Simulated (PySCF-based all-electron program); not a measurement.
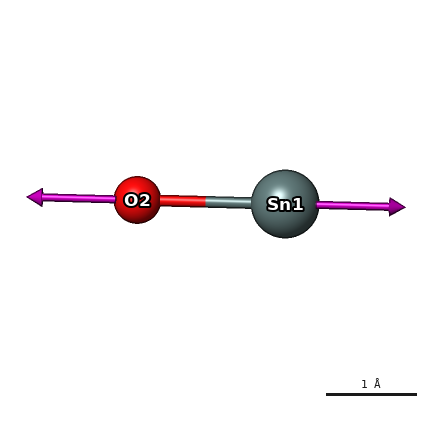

Arrows show the forces on the atoms, 0.09 Å of arrow for 1 eV/Å; forces under a tenth of the largest aren't drawn. Level of theory: PBE, all-electron, scalar-relativistic (Koelling-Harmon), large uncontracted Gaussian sets (PySCF-based all-electron program).

Which bond do the forces act along most?

Answer. Sn1–O2, now 1.651 Å: the forces push its atoms apart, so a first step downhill lengthens it.

List the force components in the frame of the picture (x right, y up, z towards the viewer), in eV/Å.

```csv
atom,Fx,Fy,Fz
Sn1,11.12,−0.30,1.05
O2,−11.12,0.30,−1.05
```
